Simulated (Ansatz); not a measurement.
# CsSrF3 (Pm-3m): a soft mode frozen in, part 2 of 3

Aim: this structure of CsSrF3 (Pm-3m) is to be tested for unstable modes, and one is followed downhill.

Ansatz 0.2.0; DFT PBEsol, scalar-relativistic, plane waves, PAW; PAW set soft_1.

So far, highest frequency on the path or at a solved wavevector (cm⁻¹): step 2 (phonons on a q mesh) 440. Also lowest frequency on the path (cm⁻¹): step 2 -66.4.

### Step 6. Relaxing from the distorted cell

Starting from the lowest point found, all atoms and the cell are let go, so that strain and other modes of the same symmetry can join in.

input.yaml reads:

```yaml
crystal:
  lattice:
    - [4.7371927409, 4.7371927409, 0.0]
    - [4.7371927409, 0.0, 4.7371927409]
    - [4.7371927409, 0.0, -4.7371927409]
  atoms:
    - { symbol: Cs, position: [0.0, 0.5, 0.5] }
    - { symbol: Cs, position: [0.0, 0.0, 0.0] }
    - { symbol: Sr, position: [0.5, 0.25, 0.75] }
    - { symbol: Sr, position: [0.5, 0.75, 0.25] }
    - { symbol: F, position: [0.5, -0.033585086, 0.533585086] }
    - { symbol: F, position: [0.5, 0.533585086, -0.033585086] }
    - { symbol: F, position: [0.0, -0.033585086, 0.533585086] }
    - { symbol: F, position: [0.0, 0.533585086, -0.033585086] }
    - { symbol: F, position: [0.5671701721, 0.4328298279, 0.4328298279] }
    - { symbol: F, position: [0.4328298279, 0.0671701721, 0.0671701721] }
kpoints:
  mp_grid: { grid: [6, 6, 6] }
hamiltonian:
  xc: pbesol
  pseudopotentials: { kind: paw, azcp: { folder: soft_1 }, xc_functional: pbe }
scf:
  occupations: { method: fixed }
output:
  forces: true
  stress: true
  eigenvalues: true
relax:
  adjacent_minimum: "off"
  f_tol: 0.002
  max_steps: 120
  cell: { stress_tol: 0.03 }
```

Launch:

```
ansatz run input.yaml --threads 4 --pin off --max-ram 10240MiB --backend cpu --events-out ev --progress --plain --runs-dir out
```

Numbers of over 12 decimals in the logs are rounded to 6 here.

What it wrote:

```text
[...]
Crystal: 10 atoms, lattice volume = 212.615 Å³
Basis set: ecut = 420 eV, 4111 PW (Γ), exchange–correlation on 90×90×90 points (8 copies of the dense FFT grid, shifted against one another)
Bands: 50, of which v1, the nominal top of the filled ones, is band 40 counted from 1 (39 counted from 0)
Symmetry: 8 space group operations
[...]
k-points: 46 of 216
[...]
SCF iter   1: F=—  HF=-22988.795189 eV  |F-HF|=—  |Δ(HF+E_count)|=         —  Δρ=1.67e-1  dr2=5.04e1  ethr=3.10e-3  ⟨swp⟩=8.6  Hψ=12374  notcnv=0  defer=299
[...]
SCF iter  10: F=-22976.424493 eV  HF=-22976.424493 eV  |F-HF|=3.29e-9  |Δ(HF+E_count)|=   1.51e-7  Δρ=3.09e-6  dr2=1.92e-8  ethr=1.25e-10  ⟨swp⟩=17.5  Hψ=16424  notcnv=0
SCF 1 converged in 10 iterations: F = -22976.424493 eV  dr2 = 1.92e-8
[...]
relax step   1: F+E_penalty+E_count = -22976.42449260 eV  Δ(F+E_penalty+E_count) = +0.000e0 eV  max|allowed force component| = 6.873e-2 eV/Å  Δτ_max = 0.0000 Å  P = -0.505 GPa  Ω = 212.615 Å³  (10 SCF iters, dr2 threshold 1.00e-7 eV, accepted)
Crystal: 10 atoms, lattice volume = 209.348 Å³
Basis set: ecut = 420 eV, 4047 PW (Γ), exchange–correlation on 90×90×90 points (8 copies of the dense FFT grid, shifted against one another)
[...]
iter 1 solved again at ethr=4.16e-5 eV; its pass at ethr=3.10e-3 eV (dr2=3.32e-2 eV) is discarded
[...]
SCF iter   6: F=-22976.438461 eV  HF=-22976.438461 eV  |F-HF|=6.63e-8  |Δ(HF+E_count)|=   3.67e-6  Δρ=2.02e-5  dr2=5.77e-7  ethr=1.25e-9  ⟨swp⟩=14.9  Hψ=15112  notcnv=0
SCF 2 converged in 6 iterations: F = -22976.438461 eV  dr2 = 5.77e-7
relax step   2: F+E_penalty+E_count = -22976.43846051 eV  Δ(F+E_penalty+E_count) = -1.397e-2 eV  max|allowed force component| = 3.950e-2 eV/Å  Δτ_max = 0.0658 Å  P = +0.202 GPa  Ω = 209.348 Å³  energy of the carried Pulay correction = +4.205e-3 eV  (6 SCF iters, dr2 threshold 1.00e-6 eV, accepted)
Crystal: 10 atoms, lattice volume = 209.740 Å³
Basis set: ecut = 420 eV, 4067 PW (Γ), exchange–correlation on 90×90×90 points (8 copies of the dense FFT grid, shifted against one another)
[...]
SCF iter   7: F=-22976.440706 eV  HF=-22976.440706 eV  |F-HF|=1.83e-8  |Δ(HF+E_count)|=   7.72e-8  Δρ=4.68e-6  dr2=2.73e-8  ethr=1.67e-10  ⟨swp⟩=14.7  Hψ=14405  notcnv=0
SCF 3 converged in 7 iterations: F = -22976.440706 eV  dr2 = 2.73e-8
relax step   3: F+E_penalty+E_count = -22976.44070628 eV  Δ(F+E_penalty+E_count) = -2.246e-3 eV  max|allowed force component| = 1.421e-2 eV/Å  Δτ_max = 0.0304 Å  P = +0.098 GPa  Ω = 209.740 Å³  energy of the carried Pulay correction = +3.696e-3 eV  (7 SCF iters, dr2 threshold 1.34e-7 eV, accepted)
[...]
relax step   4: F+E_penalty+E_count = -22976.44062564 eV  Δ(F+E_penalty+E_count) = +8.064e-5 eV  max|allowed force component| = 1.510e-3 eV/Å  Δτ_max = 0.0083 Å  P = -0.005 GPa  Ω = 210.209 Å³  energy of the carried Pulay correction = +3.090e-3 eV  (6 SCF iters, dr2 threshold 2.98e-8 eV, accepted)
[...]
relax step   5: F+E_penalty+E_count = -22976.43794031 eV  Δ(F+E_penalty+E_count) = +2.685e-3 eV  max|allowed force component| = 1.458e-3 eV/Å  Δτ_max = 0.0000 Å  P = -0.036 GPa  Ω = 210.209 Å³  stress off target by 5.70e-2 GPa  SCF on the basis re-selected at this cell (its energy is not comparable with the rows above)  (6 SCF iters)
[...]
relax step   6: F+E_penalty+E_count = -22976.43825147 eV  Δ(F+E_penalty+E_count) = -3.112e-4 eV  max|allowed force component| = 9.603e-4 eV/Å  Δτ_max = 0.0046 Å  P = -0.002 GPa  Ω = 210.003 Å³  energy of the carried Pulay correction = +2.636e-4 eV  (6 SCF iters, dr2 threshold 8.13e-9 eV, accepted)
[...]
SCF iter   1: F=—  HF=-22976.438088 eV  |F-HF|=—  |Δ(HF+E_count)|=         —  Δρ=5.16e-6  dr2=7.77e-9  ethr=3.01e-7  ⟨swp⟩=4.3  Hψ=17413  notcnv=0  defer=356
eigensolver tolerance schedule: the retry pair's looser diagonalisation over-reported the residual by 30968.03 of it (diagonalisation noise at an unbounded share of the residual, at the tolerance the schedule requests for it); recorded, not acted on — ethr = c·dr2/N_el stays at c = 1.0e-1
[...]
SCF iter   2: F=—  HF=-22976.438035 eV  |F-HF|=—  |Δ(HF+E_count)|=   5.27e-5  Δρ=2.83e-6  dr2=2.46e-9  ethr=9.72e-12  ⟨swp⟩=3.9  Hψ=6255  notcnv=0  defer=343
[...]
SCF iter   5: F=-22976.438035 eV  HF=-22976.438035 eV  |F-HF|=0.00e0  |Δ(HF+E_count)|=  3.64e-11  Δρ=7.95e-8  dr2=7.96e-12  ethr=1.00e-12  ⟨swp⟩=19.0  Hψ=16303  notcnv=0
SCF 7 converged in 5 iterations: F = -22976.438035 eV  dr2 = 7.96e-12
relax step   7: F+E_penalty+E_count = -22976.43803501 eV  Δ(F+E_penalty+E_count) = +2.165e-4 eV  max|allowed force component| = 9.678e-4 eV/Å  Δτ_max = 0.0000 Å  P = -0.004 GPa  Ω = 210.003 Å³  stress off target by 1.37e-2 GPa  SCF on the basis re-selected at this cell (its energy is not comparable with the rows above)  (5 SCF iters)
[...]
SCF converged after 5 iterations
Free energy (F): -22976.438035 eV
[...]
Internal energy: -22976.438035 eV  (E = F + TS)
E sigma→0 (E₀):  -22976.438035 eV
Fermi energy:    2.258806 eV
[...]
--- Forces (eV/Å), atoms counted from 1 ---
  atom   1  Cs    -0.00056363     0.00056363     0.00000000
  atom   2  Cs     0.00056363    -0.00056363    -0.00000000
  atom   3  Sr     0.00000000     0.00000000    -0.00000000
  atom   4  Sr    -0.00000000     0.00000000    -0.00000000
  atom   5  F     -0.00000000     0.00000000     0.00096779
  atom   6  F      0.00000000     0.00000000    -0.00096779
  atom   7  F     -0.00000000     0.00000000     0.00096779
  atom   8  F      0.00000000     0.00000000    -0.00096779
  atom   9  F      0.00042288    -0.00042288    -0.00000000
  atom  10  F     -0.00042288     0.00042288     0.00000000
  max |Σ_I F_I| component: 1.08e-19 eV/Å
--- Stress (GPa, compression-positive) ---
        0.001054      -0.010041      -0.000000
       -0.010041       0.001054       0.000000
       -0.000000       0.000000      -0.013695
  P = ⅓ Tr σ = -0.0039 GPa (-0.039 kbar)
--- Band table (eV; the first three rows and the last of 46) ---
  k-point 0: bands = [... 36 lower, 2.1559, 2.2044, 2.2171, 2.2204, 8.6741, 10.1267, 10.3648, 10.8580, ... 6 higher]
  k-point 1: bands = [... 36 lower, 2.1433, 2.1471, 2.1913, 2.2203, 8.9611, 10.2984, 10.5383, 10.9069, ... 6 higher]
  k-point 2: bands = [... 36 lower, 2.0871, 2.1102, 2.1752, 2.2244, 9.6701, 10.7241, 10.9436, 10.9753, ... 6 higher]
  k-point 45: bands = [... 36 lower, 2.1228, 2.1743, 2.2018, 2.2337, 10.6010, 10.7489, 10.9890, 11.2158, ... 6 higher]
--- Relaxed structure (5 steps of the walk, 5 accepted, 2 SCFs on fresh bases) ---
  F+E_penalty+E_count = -22976.43803501 eV   max|allowed force component| = 9.678e-4 eV/Å   (the final SCF, on the basis selected at the relaxed cell)
  cell:  # Å, volume = 210.0035 Å³
    - [4.706209, 4.706209, 0.0]
    - [4.726633, -0.020424, 4.700033]
    - [4.726633, -0.020424, -4.700033]
  atoms:
    - { symbol: Cs, position: [-0.00652164, 0.506522, 0.506522] }
    - { symbol: Cs, position: [0.00652164, -0.00652164, -0.00652164] }
    - { symbol: Sr, position: [0.5, 0.250000, 0.750000] }
    - { symbol: Sr, position: [0.5, 0.750000, 0.250000] }
    - { symbol: F, position: [0.500000, -0.035255, 0.535255] }
    - { symbol: F, position: [0.500000, 0.535255, -0.035255] }
    - { symbol: F, position: [4.336808689942018e-19, -0.035255, 0.535255] }
    - { symbol: F, position: [4.336808689942018e-19, 0.535255, -0.035255] }
    - { symbol: F, position: [0.563696, 0.436304, 0.436304] }
    - { symbol: F, position: [0.436304, 0.063696, 0.063696] }
```

Run time: 65 s. Hardware: 4 threads of Arm Neoverse V1, shared host; peak memory 0.87 GiB; 4.3 min of CPU time.

The steps of the relaxation:

```tsv
step	energy less that of the first step (eV)	largest force component (eV/Å)	pressure (GPa)	volume (Å³)
1	0.0000	0.0687	-0.51	212.61
2	-0.0140	0.0395	0.20	209.35
3	-0.0162	0.0142	0.10	209.74
4	-0.0161	0.0015	-0.01	210.21
5*	-0.0134	0.0015	-0.04	210.21
6	-0.0138	0.0010	0.00	210.00
7*	-0.0135	0.0010	0.00	210.00
```

Relaxation steps marked * repeat the geometry before them on a plane-wave basis chosen anew for their cell, so energy and pressure can jump there.

Forces are held to the 8 operations that the run works with; a distortion that breaks them can't arise in this run.

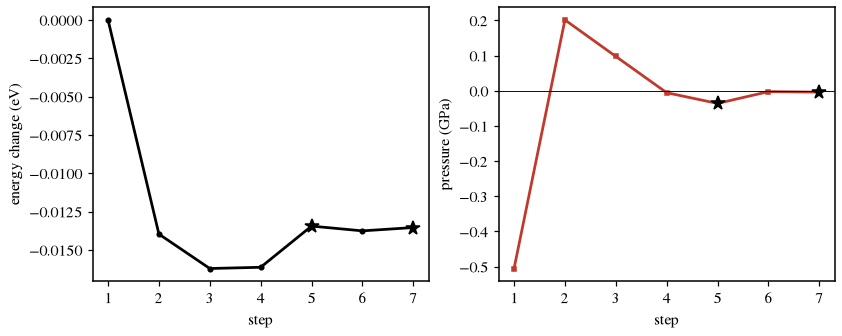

Energy and pressure along the relaxation. Stars mark steps on a basis chosen anew.

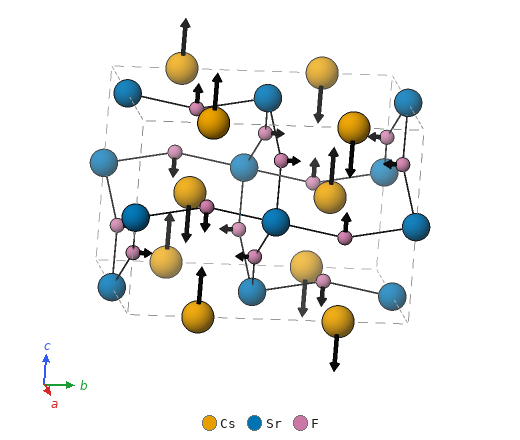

Displacements in the relaxation, exaggerated, measured against the changing cell; the longest in the cell stands for 0.04 Å. Some periodic images of atoms are drawn too.

```tsv
conventional cell, symmetrised	before	after	change
a (Å)	6.699	6.656	-0.7 %
b (Å)	9.474	9.400	-0.8 %
c (Å)	6.699	6.713	+0.2 %
volume (Å³/atom)	21.26	21.00	-1.2 %
```

The atoms that moved most (Å, as changes of fractional coordinates times the final cell):

```tsv
atom	dx	dy	dz	length
Cs2	-0.031	0.031	0.000	0.044
Cs1	0.031	-0.031	0.000	0.044
F9	0.016	-0.016	0.000	0.023
F10	-0.016	0.016	0.000	0.023
F6	0.000	0.000	0.016	0.016
F7	0.000	0.000	-0.016	0.016
F8	0.000	0.000	0.016	0.016
F5	0.000	0.000	-0.016	0.016
```

The relaxed structure:

```cif
data_structure
_symmetry_space_group_name_H-M 'P 1'
_symmetry_Int_Tables_number 1
_cell_length_a 6.6556
_cell_length_b 6.6657
_cell_length_c 6.6657
_cell_angle_alpha 89.676
_cell_angle_beta 60.050
_cell_angle_gamma 60.050
_cell_volume 210.00
loop_
_atom_site_label
_atom_site_type_symbol
_atom_site_fract_x
_atom_site_fract_y
_atom_site_fract_z
_atom_site_occupancy
Cs1 Cs 0.99348 0.50652 0.50652 1
Cs2 Cs 0.00652 0.99348 0.99348 1
Sr3 Sr 0.50000 0.25000 0.75000 1
Sr4 Sr 0.50000 0.75000 0.25000 1
F5 F 0.50000 0.96474 0.53526 1
F6 F 0.50000 0.53526 0.96474 1
F7 F 0.00000 0.96474 0.53526 1
F8 F 0.00000 0.53526 0.96474 1
F9 F 0.56370 0.43630 0.43630 1
F10 F 0.43630 0.06370 0.06370 1
```

Numbers from this step:

- pressure: -0.003862 GPa
- gap on the k-mesh: 6.415 eV
- volume per atom: 21.00 Å³

The distorted start has space group Imma; the relaxation ends in Imma.

### Step 7. The new phase in its own primitive cell

The relaxed structure is symmetrised, reduced to its primitive cell and relaxed tightly, as its phonons need.

input.yaml, the sections that differ from step 6:

```yaml
crystal:
  lattice:
    - [-3.3277923092, 4.7000325993, 3.3566757011]
    - [3.3277923092, -4.7000325993, 3.3566757011]
    - [3.3277923092, 4.7000325993, -3.3566757011]
  atoms:
    - { symbol: Cs, position: [0.2565216374, 0.0065216374, 0.25] }
    - { symbol: Cs, position: [0.7434783626, 0.9934783626, 0.75] }
    - { symbol: Sr, position: [0.0, 0.5, 0.5] }
    - { symbol: Sr, position: [0.5, 0.5, 0.0] }
    - { symbol: F, position: [0.7147448141, 0.0, 0.2147448141] }
    - { symbol: F, position: [0.2852551859, 0.0, 0.7852551859] }
    - { symbol: F, position: [0.7147448141, 0.5, 0.7147448141] }
    - { symbol: F, position: [0.2852551859, 0.5, 0.2852551859] }
    - { symbol: F, position: [0.1863042162, 0.4363042162, 0.75] }
    - { symbol: F, position: [0.8136957838, 0.5636957838, 0.25] }
relax:
  adjacent_minimum: "off"
  f_tol: 0.001
  max_steps: 60
  cell: { stress_tol: 0.01 }
# kpoints, hamiltonian, scf, output: as in step 6
```

What it wrote:

```text
[...]
Crystal: 10 atoms, lattice volume = 210.003 Å³
Basis set: ecut = 420 eV, 4075 PW (Γ), exchange–correlation on 90×90×90 points (8 copies of the dense FFT grid, shifted against one another)
Bands: 50, of which v1, the nominal top of the filled ones, is band 40 counted from 1 (39 counted from 0)
Symmetry: 8 space group operations
[...]
k-points: 46 of 216
[...]
- { symbol: Sr, position: [0, 0.5, 0.5] }
    - { symbol: Sr, position: [0.500000, 0.500000, 0.0] }
    - { symbol: F, position: [0.714811, 0.0, 0.214811] }
    - { symbol: F, position: [0.285189, 2.7755575615628914e-17, 0.785189] }
    - { symbol: F, position: [0.714811, 0.500000, 0.714811] }
    - { symbol: F, position: [0.285189, 0.500000, 0.285189] }
    - { symbol: F, position: [0.186329, 0.436329, 0.75] }
    - { symbol: F, position: [0.813671, 0.563671, 0.25] }
[key lines of the parts left out:]
SCF converged after 6 iterations
Free energy (F): -22976.438023 eV
Fermi energy:    2.259453 eV
P = ⅓ Tr σ = -0.0004 GPa (-0.004 kbar)
```

Run time: 28 s. Hardware: 4 threads; peak memory 0.86 GiB.

Little changed from the start: no atom moved by 0.005 Å and no cell edge by 0.1 %.

This step gave:

```yaml
pressure: -4.20e-4 GPa
gap_on_the_k_mesh: 6.416 eV
direct_gap_on_mesh: 6.454 eV
```

The largest force component left is 0.52 meV/Å and the pressure is 0.000 GPa, within the tolerances set. The cell now holds 21.00 Å³/atom.

(Continued in part 3 of 3.)

[Logs are printed without paths, hosts, clocks, repeated set-up lines and the standing remarks that a program may print on its own settings, such as how far it seeks lower states.]

[Hosts, paths, dates, database ids (printed as entryN), source tags and the programs' standing remarks are cut or masked in the printed files.]
